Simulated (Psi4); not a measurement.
# CH4GeS (SMILES C[S][GeH]): a chain of runs, part 2 of 2

Psi4 1.11.

**3. A geometry optimisation at PBE0-D4/def2-TZVP (density fitting) (run 2)**

File ch4ges.inp:

```
memory 3300 mb

molecule {
  0 1
  C     -0.854731     0.779770    -0.213358
  S      0.402037     0.081489     0.929312
  Ge     1.335446    -1.550371    -0.259693
  H     -0.853673     0.245811    -1.184032
  H     -0.631651     1.851158    -0.381032
  H     -1.854134     0.691093     0.254869
  H      2.285802    -1.856387     1.008756
  symmetry c1
}

set {
  basis def2-TZVP
  scf_type df
  geom_maxiter 50
  max_force_g_convergence 0.0002
}

e, wfn = optimize("pbe0-d4", return_wfn=True)
```

The run is started by

```sh
psi4 -n 2 ch4ges.inp ch4ges.out
```

ch4ges.out:

```text
Psi4 1.11 release

gradient() will perform analytic gradient computation.

   => Loading Basis Set <=

    Name: DEF2-TZVP
    Role: ORBITAL
    Keyword: BASIS

   => PBE0-D4(BJ,EEQ)ATM: Empirical Dispersion <=

        a1 =       0.400856
        a2 =       5.029288
       alp =      16.000000
        s6 =       1.000000
        s8 =       1.200655
        s9 =       1.000000
        ga =       3.000000
        gc =       2.000000
        wf =       6.000000

         ---------------------------------------------------------
                                   SCF
                              RKS Reference
                        2 Threads,   3147 MiB Core
         ---------------------------------------------------------

  ==> Geometry <==

    Molecular point group: c1
    Full point group: C1

    Geometry (in Angstrom), charge = 0, multiplicity = 1:

       Center              X                  Y                   Z               Mass
    ------------   -----------------  -----------------  -----------------  -----------------
         C           -1.676985620683     1.613922544112    -0.276110934333    12.000000000000
         S           -0.420217620683     0.915641544112     0.866559065667    31.972071174400
         GE           0.513191379317    -0.716218455888    -0.322445934333    73.921177761000
         H           -1.675927620683     1.079963544112    -1.246784934333     1.007825032230
         H           -1.453905620683     2.685310544112    -0.443784934333     1.007825032230
         H           -2.676388620683     1.525245544112     0.192116065667     1.007825032230
         H            1.463547379317    -1.022234455888     0.946003065667     1.007825032230

  Running in c1 symmetry.

  Rotational constants: A =      0.52352  B =      0.09074  C =      0.07852 [cm^-1]
  Rotational constants: A =  15694.75125  B =   2720.45194  C =   2353.87606 [MHz]
  Nuclear repulsion =  230.110445815737108

  Charge       = 0
  Multiplicity = 1
  Electrons    = 58
  Nalpha       = 29
  Nbeta        = 29

  ==> Algorithm <==

  SCF Algorithm Type is DF.
  DIIS enabled.
  MOM disabled.
  Fractional occupation disabled.
  Guess Type is SAD.
  Energy threshold   = 1.00e-08
  Density threshold  = 1.00e-08
  Integral threshold = 1.00e-12

  ==> Primary Basis <==

  Basis Set: DEF2-TZVP
    Blend: DEF2-TZVP
    Number of shells: 56
    Number of basis functions: 140
    Number of Cartesian functions: 157
    Spherical Harmonics?: true
    Max angular momentum: 3

  ==> DFT Potential <==

   => LibXC <=

    Version 7.1.2

   => Composite Functional: PBE0-D4BJEEQATM <=

    PBE0-d4bjeeqatm Hyb-GGA Exchange-Correlation Functional

    Deriv               =              1
    GGA                 =           TRUE
    Meta                =          FALSE

    Exchange Hybrid     =           TRUE
    MP2 Hybrid          =          FALSE

   => Exchange Functionals <=

    0.7500   Perdew, Burke & Ernzerhof

   => Exact (HF) Exchange <=

    0.2500               HF

   => Correlation Functionals <=

    1.0000   Perdew, Burke & Ernzerhof

   => LibXC Density Thresholds  <==

    XC_HYB_GGA_XC_PBEH:  1.00E-15

   => Molecular Quadrature <=

    Radial Scheme          =       TREUTLER
    Pruning Scheme         =           NONE
    Nuclear Scheme         =       TREUTLER

    Blocking Scheme        =         OCTREE
    BS radius alpha        =              1
    Pruning alpha          =              1
    Radial Points          =             75
    Spherical Points       =            302
    Total Points           =         150755
    Total Blocks           =           1164
    Max Points             =            256
    Max Functions          =            135
    Weights Tolerance      =       1.00E-15

   => Loading Basis Set <=

    Name: (DEF2-TZVP AUX)
    Role: JKFIT
    Keyword: DF_BASIS_SCF

  ==> Integral Setup <==

  DFHelper Memory: AOs need 0.084 GiB; user supplied 1.844 GiB.
  SCF_SUBTYPE=INCORE selected. In-core MEM_DF algorithm will be used.
  Using in-core AOs.

  ==> MemDFJK: Density-Fitted J/K Matrices <==

    J tasked:                   Yes
    K tasked:                   Yes
    wK tasked:                   No
    Memory [MiB]:              1888
    Algorithm:                 Core
    Schwarz Cutoff:           1E-12
    Mask sparsity (%):       3.0408
    Fitting Condition:        1E-10

   => Auxiliary Basis Set <=

  Basis Set: (DEF2-TZVP AUX)
    Blend: DEF2-UNIVERSAL-JKFIT
    Number of shells: 147
    Number of basis functions: 541
    Number of Cartesian functions: 695
    Spherical Harmonics?: true
    Max angular momentum: 5

  Cached 100.0% of DFT collocation blocks in 0.461 [GiB].

  Minimum eigenvalue in the overlap matrix is 1.5106210476E-03.
  Reciprocal condition number of the overlap matrix is 2.2732991229E-04.
    Using symmetric orthogonalization.

  ==> Pre-Iterations <==

  SCF Guess: Superposition of Atomic Densities via on-the-fly atomic UHF (no occupation information).

   -------------------------
    Irrep   Nso     Nmo
   -------------------------
     A        140     140
   -------------------------
    Total     140     140
   -------------------------

  ==> Iterations <==

                           Total Energy        Delta E     RMS |[F,P]|

[... 2 lines left out ...]
   @DF-RKS iter   2: -2495.57878512673460    1.77889e+01   7.57111e-02 ADIIS/DIIS
[... 2 lines left out ...]
   @DF-RKS iter   5: -2515.27325205662737   -2.89092e-02   1.20185e-03 ADIIS/DIIS
[... 2 lines left out ...]
   @DF-RKS iter   8: -2515.28841658900046   -1.12050e-05   1.62639e-05 DIIS
[... 2 lines left out ...]
   @DF-RKS iter  11: -2515.28841987016540   -4.62114e-09   1.78551e-07 DIIS
[... 2 lines left out ...]
  Energy and wave function converged.
[... 35 lines left out ...]
    Nuclear Repulsion Energy =            230.1104458157371084
[... 2 lines left out ...]
    DFT Exchange-Correlation Energy =     -83.9187211314718979
[... 2 lines left out ...]
    Total Energy =                      -2515.2884198706619827
[... 16 lines left out ...]
 Dipole Z            :         -2.9961344            2.5276198           -0.4685146
[... 129 lines left out ...]
	Measures of convergence in internal coordinates in au.
[... 93 lines left out ...]
    Weights Tolerance      =       1.00E-15
[... 59 lines left out ...]
   @DF-RKS iter   1: -2515.28936667989637    2.88891e-02   1.22955e-04 ADIIS/DIIS
[... 2 lines left out ...]
   @DF-RKS iter   4: -2515.28959887155179   -2.70625e-06   8.12759e-06 DIIS
[... 2 lines left out ...]
   @DF-RKS iter   7: -2515.28959939178776   -2.69938e-09   1.16634e-07 DIIS
[... 2 lines left out ...]
  Energy and wave function converged.
[... 16 lines left out ...]
    Nuclear Repulsion Energy =            233.1029521734545824
[... 2 lines left out ...]
    DFT Exchange-Correlation Energy =     -83.9474148760096739
[... 2 lines left out ...]
    Total Energy =                      -2515.2895993918973545
[... 16 lines left out ...]
 Dipole Z            :         -2.9142377            2.4816229           -0.4326148
[... 98 lines left out ...]
	Measures of convergence in internal coordinates in au.
[... 82 lines left out ...]
    Weights Tolerance      =       1.00E-15
[... 28 lines left out ...]
   @DF-RKS iter   1: -2515.28960432289841    2.31164e-03   2.39895e-05 DIIS
[... 2 lines left out ...]
   @DF-RKS iter   4: -2515.28961339495072   -2.22307e-07   1.66600e-06 DIIS
[... 2 lines left out ...]
   @DF-RKS iter   7: -2515.28961342935327   -3.29692e-10   2.63671e-08 DIIS
[... 8 lines left out ...]
    Final Occupation by Irrep:
[... 10 lines left out ...]
    One-Electron Energy =               -3964.3973551194026186
[... 2 lines left out ...]
    Empirical Dispersion Energy =          -0.0046779685893409
[... 16 lines left out ...]
 Dipole X            :          8.3245962           -8.7010975           -0.3765013
[... 46 lines left out ...]
    Weights Tolerance      =       1.00E-15
[... 58 lines left out ...]
	   Step    Total Energy     Delta E     Max Force     RMS Force      Max Disp      RMS Disp
[... 97 lines left out ...]
                           Total Energy        Delta E     RMS |[F,P]|
[... 3 lines left out ...]
   @DF-RKS iter   2: -2515.28936965096545   -8.18089e-06   4.97211e-05 DIIS
[... 2 lines left out ...]
   @DF-RKS iter   5: -2515.28940187981061   -3.49780e-07   1.31916e-06 DIIS
[... 2 lines left out ...]
   @DF-RKS iter   8: -2515.28940189587820   -2.06001e-10   4.00491e-08 DIIS
[... 2 lines left out ...]
  Energy and wave function converged.
[... 16 lines left out ...]
    Nuclear Repulsion Energy =            234.0573246701804067
[... 2 lines left out ...]
    DFT Exchange-Correlation Energy =     -83.9492552124838767
[... 2 lines left out ...]
    Total Energy =                      -2515.2894018959000277
[... 16 lines left out ...]
 Dipole Z            :         -2.8900694            2.4784952           -0.4115742
[... 98 lines left out ...]
	Measures of convergence in internal coordinates in au.
[... 82 lines left out ...]
    Weights Tolerance      =       1.00E-15
[... 22 lines left out ...]
   @DF-RKS iter   1: -2515.28959514530789   -2.15114e-03   3.83546e-05 DIIS
[... 2 lines left out ...]
   @DF-RKS iter   4: -2515.28962531204570   -1.17097e-06   4.83541e-06 DIIS
[... 2 lines left out ...]
   @DF-RKS iter   7: -2515.28962560336277   -1.11959e-09   9.11128e-08 DIIS
[... 2 lines left out ...]
  Energy and wave function converged.
[... 35 lines left out ...]
    Nuclear Repulsion Energy =            233.5660725771896296
[... 2 lines left out ...]
    DFT Exchange-Correlation Energy =     -83.9488976563442861
[... 2 lines left out ...]
    Total Energy =                      -2515.2896256034914586
[... 1 line left out ...]
Computation Completed

Properties will be evaluated at   0.000000,   0.000000,   0.000000 [a0]

Properties computed using the SCF density matrix

 Multipole Moments:

 ------------------------------------------------------------------------------------
     Multipole            Electronic (a.u.)      Nuclear  (a.u.)        Total (a.u.)
 ------------------------------------------------------------------------------------

 L = 1.  Multiply by 2.5417464519 to convert [e a0] to [Debye]
 Dipole X            :          8.3723299           -8.7489894           -0.3766595
 Dipole Y            :        -10.3870363           10.5514225            0.1643863
 Dipole Z            :         -2.8673017            2.4432540           -0.4240477
 Magnitude           :                                                    0.5905181

 ------------------------------------------------------------------------------------

	total time  =         29 seconds =       0.48 minutes

         ------------------------------------------------------------
                                   SCF GRAD
         ------------------------------------------------------------

  ==> Geometry <==

    Molecular point group: c1
    Full point group: C1

    Geometry (in Angstrom), charge = 0, multiplicity = 1:

       Center              X                  Y                   Z               Mass
    ------------   -----------------  -----------------  -----------------  -----------------
         C           -1.653633472959     1.589155751562    -0.277802612259    12.000000000000
         S           -0.414309820173     0.902421257322     0.852291318366    31.972071174400
         GE           0.505766200429    -0.705245799761    -0.315698673281    73.921177761000
         H           -1.647353959296     1.060127251121    -1.231309288178     1.007825032230
         H           -1.434179215874     2.643334176337    -0.446189942938     1.007825032230
         H           -2.638602907786     1.500123673890     0.180138863762     1.007825032230
         H            1.456609840101    -1.025821791753     0.922786825333     1.007825032230

  Nuclear repulsion =  233.566072577189630

   => Molecular Quadrature <=

    Radial Scheme          =       TREUTLER
    Pruning Scheme         =           NONE
    Nuclear Scheme         =       TREUTLER

    Blocking Scheme        =         OCTREE
    BS radius alpha        =              1
    Pruning alpha          =              1
    Radial Points          =             75
    Spherical Points       =            302
    Total Points           =         150663
    Total Blocks           =           1167
    Max Points             =            256
    Max Functions          =            137
    Weights Tolerance      =       1.00E-15

  -Total Gradient:
     Atom            X                  Y                   Z
    ------   -----------------  -----------------  -----------------
       1       -0.000111982117     0.000090007824    -0.000143256149
       2        0.000043743295    -0.000046124368     0.000092323533
       3       -0.000002346113    -0.000048876583    -0.000038817588
       4        0.000035020643    -0.000038423794     0.000000661210
       5        0.000034755505     0.000001144810     0.000015370748
       6        0.000020138644    -0.000032553634     0.000038262704
       7        0.000045762617    -0.000029711059    -0.000031248587

	total time  =         10 seconds =       0.17 minutes

    			-----------------------------------------

    			 OPTKING 3.0: for geometry optimizations

    			        with contributions from

    			-----------------------------------------

	                            ===> Fragment 1 <==

	 Z (Atomic Numbers)          Masses                          Geom
	       6.000000            12.000000         -3.12491438  3.00306914 -0.52497085
	      16.000000            31.972071         -0.78293209  1.70532903  1.61059717
	      32.000000            73.921178          0.95575960 -1.33272141 -0.59658403
	       1.000000             1.007825         -3.11304781  2.00335016 -2.32683733
	       1.000000             1.007825         -2.71020593  4.99517765 -0.84317679
	       1.000000             1.007825         -4.98623685  2.83482290  0.34041312
	       1.000000             1.007825          2.75259367 -1.93852224  1.74381437

	 - Coordinate -           - BOHR/RAD -       - ANG/DEG -
	 R(1,2)           =         3.424859           1.812357
	 R(1,4)           =         2.060656           1.090452
	 R(1,5)           =         2.059547           1.089865
[... 14 lines of this table left out ...]
	 D(3,2,1,6)       =         2.104859         120.599532

	        --- Internal Coordinate Step in ANG or DEG, aJ/ANG or AJ/DEG ---
	-------------------------------------------------------------------------------
	           Coordinate      Previous         Force          Change          New
	           ----------      --------        ------          ------        ------
	               R(1,2)       1.81236       -0.00097       -0.00031       1.81205
	               R(1,4)       1.09045       -0.00008       -0.00000       1.09045
	               R(1,5)       1.08987       -0.00012       -0.00001       1.08986
[... 14 lines of this table left out ...]
	           D(3,2,1,6)     120.59953        0.00000       -0.01006     120.58947
	-------------------------------------------------------------------------------

	                                 ==> Convergence Check <==

	Measures of convergence in internal coordinates in au.

	Criteria marked as inactive (o), active & met (*), and active & unmet ( ).

	----------------------------------------------------------------------------------------------
	   Step    Total Energy     Delta E     Max Force     RMS Force      Max Disp      RMS Disp
	----------------------------------------------------------------------------------------------
	  Convergence Criteria              o    2.00e-04 *             o             o             o
	----------------------------------------------------------------------------------------------
	     5   -2515.28962560   -2.24e-04 o    1.17e-04 *    4.44e-05 o    1.30e-03 o    4.07e-04 o  ~
	----------------------------------------------------------------------------------------------

Next Geometry in Ang
	Fragment 1 (Ang)

	    C  -1.6534271160   1.5889947794  -0.2776645581
	    S  -0.4137749107   0.9026623316   0.8518236540
	   Ge   0.5061520000  -0.7049089244  -0.3159798035
	    H  -1.6475680127   1.0602478395  -1.2313254188
	    H  -1.4345033141   2.6432491479  -0.4462005390
	    H  -2.6383476315   1.4998543199   0.1803443874
	    H   1.4557656494  -1.0260049753   0.9232187687

    Final optimized geometry and variables:
    Molecular point group: c1
    Full point group: C1

    Geometry (in Angstrom), charge = 0, multiplicity = 1:

    C           -1.653633472959     1.589155751562    -0.277802612259
    S           -0.414309820173     0.902421257322     0.852291318366
    GE           0.505766200429    -0.705245799761    -0.315698673281
    H           -1.647353959296     1.060127251121    -1.231309288178
    H           -1.434179215874     2.643334176337    -0.446189942938
    H           -2.638602907786     1.500123673890     0.180138863762
    H            1.456609840101    -1.025821791753     0.922786825333

    Psi4 run time: 0:03:32.72

[set-up sections that repeat, and orbital energies of the middle runs, are left out above]
```

The script printed:

```text
Optimizer: Optimization complete!
```

Wall time 3.6 min (2 threads of Intel Xeon at 2.50GHz (Skylake/Cascade Lake), shared host); peak memory 0.92 GiB.

Step by step:

| step | energy from the first frame kept (eV) | largest force (eV/Å) |
| --- | --- | --- |
| 0 | 0.0000 | 0.5988 |
| 1 | -0.0321 | 0.1345 |
| 2 | -0.0325 | 0.0427 |
| 3 | -0.0267 | 0.2254 |
| 4 | -0.0328 | 0.0104 |

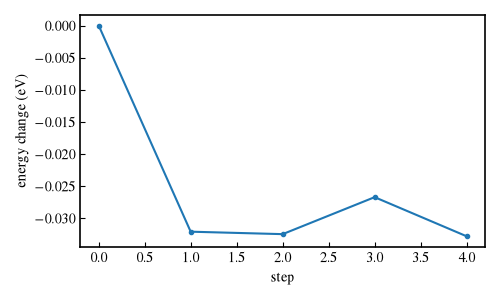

Energy along the run.

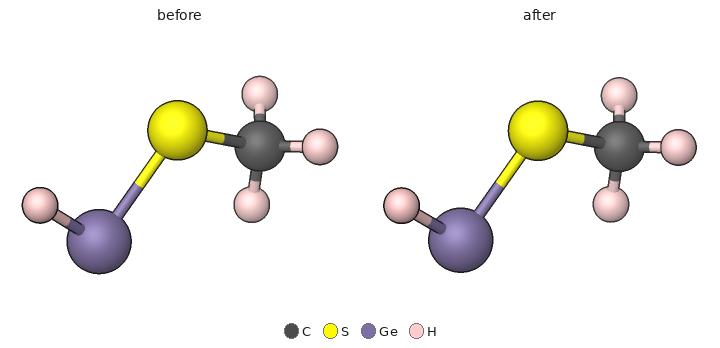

Before and after, at one scale.

After the run. Bond lengths: C1–S2 1.812 Å, S2–Ge3 2.190 Å, C1–H4 1.090 Å, C1–H5 1.090 Å, C1–H6 1.090 Å, Ge3–H7 1.594 Å. Angles: C1–S2–Ge3 103.5°, S2–C1–H4 110.9°, S2–C1–H5 109.0°, S2–C1–H6 109.0°, S2–Ge3–H7 89.1°, H4–C1–H5 109.5°, H4–C1–H6 109.5°, H5–C1–H6 109.0°.

Runs 3 to 9 aren't shown in full; the table further down has their settings and results.

**4. A single-point energy at MP2/def2-QZVPP (density fitting, density fitting for correlation) (run 10)**

File ch4ges.in:

```
memory 3300 mb

molecule system {
  0 1
  C
  S 1 R2
  Ge 2 R3 1 A3
  H 1 R4 2 A4 3 D4
  H 1 R5 4 A5 2 D5
  H 1 R6 5 A6 4 D6
  H 3 R7 2 A7 1 D7

  R2 = 1.812358
  R3 = 2.189825
  A3 = 103.46865
  R4 = 1.090451
  A4 = 110.94501
  D4 = 0.03039
  R5 = 1.089866
  A5 = 109.45105
  D5 = 120.29231
  R6 = 1.089863
  A6 = 109.02098
  D6 = -119.68846
  R7 = 1.593963
  A7 = 89.07561
  D7 = 179.92773
  symmetry c1
}

set {
  reference rhf
  scf_type df
  num_frozen_docc 15
}

energy("mp2/def2-QZVPP")
```

The run is started by

```sh
psi4 -n 2 ch4ges.in ch4ges.out
```

ch4ges.out (excerpt; [...] marks lines left out):

```text
[...]
  Running in c1 symmetry.
[...]
  Nuclear repulsion =  233.566069841835343
[...]
  Multiplicity = 1
[...]
  Nalpha       = 29
  Nbeta        = 29
[...]
    Number of basis functions: 336
[...]
   @DF-RHF iter   1: -2511.47369472048240   -2.87580e+00   9.63535e-03 DIIS/ADIIS
[...]
   @DF-RHF iter  13: -2513.17716275671819   -2.22826e-11   4.55423e-09 DIIS
[...]
    Orbital Energies [Eh]
    ---------------------
    Doubly Occupied:
       1A   -405.241382     2A    -91.950316     3A    -52.147317
       4A    -46.234697     5A    -46.233358     6A    -46.232750
       7A    -11.256830     8A     -8.952527     9A     -7.189842
      10A     -6.633634    11A     -6.632903    12A     -6.632697
      13A     -5.165671    14A     -5.161292    15A     -5.158492
      16A     -1.641584    17A     -1.639668    18A     -1.635546
      19A     -1.633247    20A     -1.629217    21A     -1.035650
      22A     -0.862613    23A     -0.651145    24A     -0.591835
      25A     -0.588209    26A     -0.482286    27A     -0.422410
      28A     -0.368387    29A     -0.334338
[...]
  @DF-RHF Final Energy: -2513.17716275671819
   => Energetics <=
    Nuclear Repulsion Energy =            233.5660698418353434
    One-Electron Energy =               -3964.8067677004250982
    Two-Electron Energy =                1218.0635351018713664
    Total Energy =                      -2513.1771627567181895
[...]
 Multipole Moments:
 ------------------------------------------------------------------------------------
     Multipole            Electronic (a.u.)      Nuclear  (a.u.)        Total (a.u.)
 ------------------------------------------------------------------------------------
 L = 1.  Multiply by 2.5417464519 to convert [e a0] to [Debye]
 Dipole X            :         -0.0020452            0.0019108           -0.0001344
 Dipole Y            :        -11.2485286           11.0598387           -0.1886900
 Dipole Z            :          7.9183391           -8.4573541           -0.5390150
 Magnitude           :                                                    0.5710877
[...]
```

Wall time 51 s (2 threads of Intel Xeon at 2.50GHz (Skylake/Cascade Lake), shared host); peak memory 1.1 GiB.

**5. All runs side by side**

| run | level | geom maxiter | max force g convergence | energy (Eh) | wall time |
| --- | --- | --- | --- | --- | --- |
| 1 | PBE-D4/def2-SVP (density fitting) | 60 | 0.0005 | -2514.754607 | 4.4 min |
| 2 | PBE0-D4/def2-TZVP (density fitting) | 50 | 0.0002 | -2515.289626 | 3.6 min |
| 3 | PBE0-D4/def2-TZVP (density fitting) | – | – | timeout | 18 min |
| 4 | PBE-D4/def2-TZVPP (density fitting) | – | – | timeout | 2 min |
| 5 | r2SCAN-D4/def2-TZVPP (density fitting) | – | – | timeout | 2 min |
| 6 | B3LYP-D4/def2-TZVPP (density fitting) | – | – | -2515.818045 | 95 s |
| 7 | PBE0-D4/def2-TZVPP (density fitting) | – | – | -2515.290952 | 2 min |
| 8 | wB97M-V/def2-TZVPP (density fitting) | – | – | timeout | 2 min |
| 9 | CCSD(T)/def2-TZVPP (density fitting, density fitting for correlation) | – | – | timeout | 14 min |
| 10 | MP2/def2-QZVPP (density fitting, density fitting for correlation) | – | – | -2514.057951 | 51 s |

**6. Outcome**

What follows sums up all 2 parts.

```
                                                            quantity           value
                                run 10, MP2/def2-QZVPP: total energy  -2514.05795 Eh
         run 10, MP2/def2-QZVPP: HOMO energy (Hartree–Fock orbitals)        -9.10 eV
         run 10, MP2/def2-QZVPP: LUMO energy (Hartree–Fock orbitals)         0.54 eV
       run 10, MP2/def2-QZVPP: HOMO–LUMO gap (Hartree–Fock orbitals)         9.63 eV
run 10, MP2/def2-QZVPP: correlation energy (15 core orbitals frozen)      -880.8 mEh
```

**Reading.** Totals of different functionals can't be ranked against each other. All runs together took 51 min, the longest 18 min. 5 of the 10 runs did not end normally.
